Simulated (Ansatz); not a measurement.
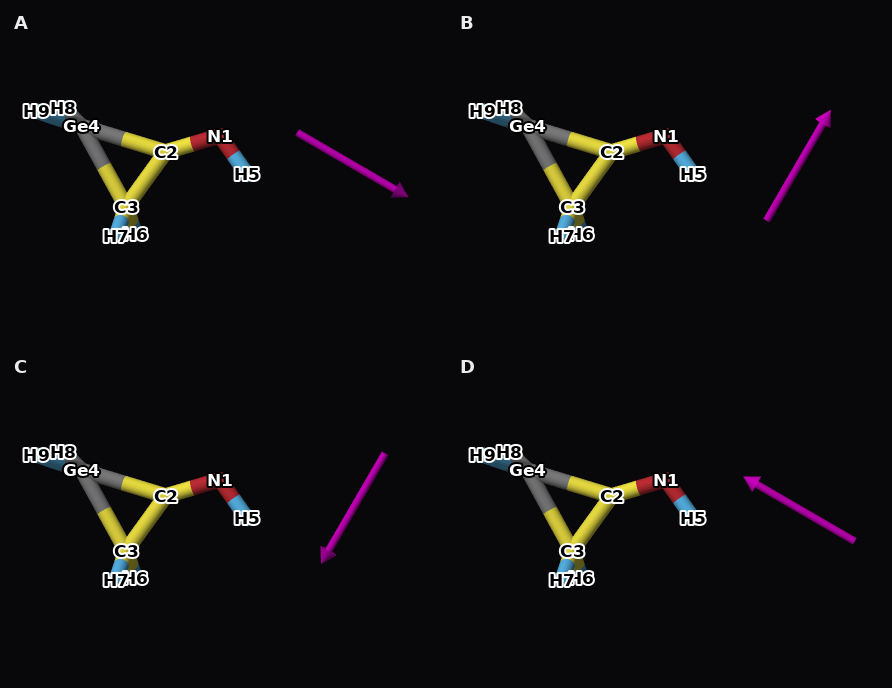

The same molecule four times, each with an arrow. Computed geometry: PBE-D4/def2-SVP optimisation. No frequency run is at hand to confirm it as a minimum. Properties computed with RKS PBE-D4/def2-SVP (Ansatz 0.2.0).

> Which arrow points along the dipole moment, from the negative to the positive end?

C. The dipole moment is 1.98 D; it points from the side of N1 to the side of H6, H7 (the outermost atoms at the two ends).
